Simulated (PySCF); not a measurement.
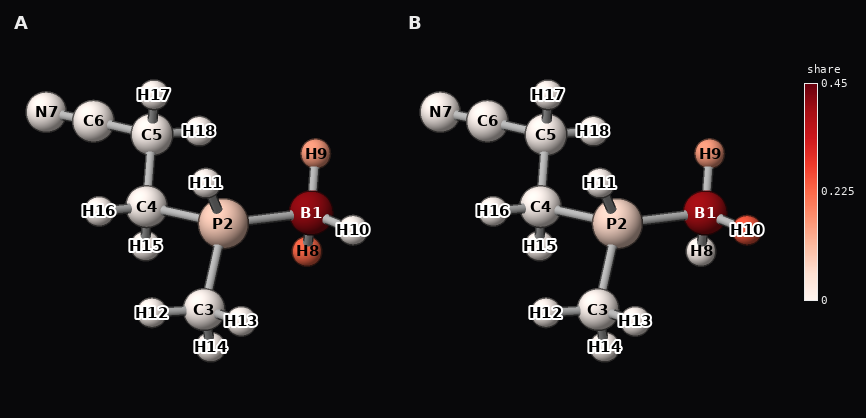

Each panel colours the atoms by their Löwdin share in one orbital (up to four of the largest shares; other atoms are shown as zero). The computed structure is the end point of a GFN2-xTB optimisation. No frequency run is at hand to confirm it as a minimum. Computed with B3LYP/def2-SVPD (PySCF 2.14.0).

The panels show the HOMO−1, HOMO, in some order. Which is which?

Answer. A: HOMO−1, −8.51 eV; B1 0.41, H8 0.23, H9 0.15, P2 0.08
B: HOMO, −8.45 eV; B1 0.40, H10 0.25, H9 0.15, P2 0.07

The geometry is semi-empirical. Around B, P such bond lengths and angles can be off by a tenth of an ångström or more and by several degrees, and values that hang on the shape move with them.
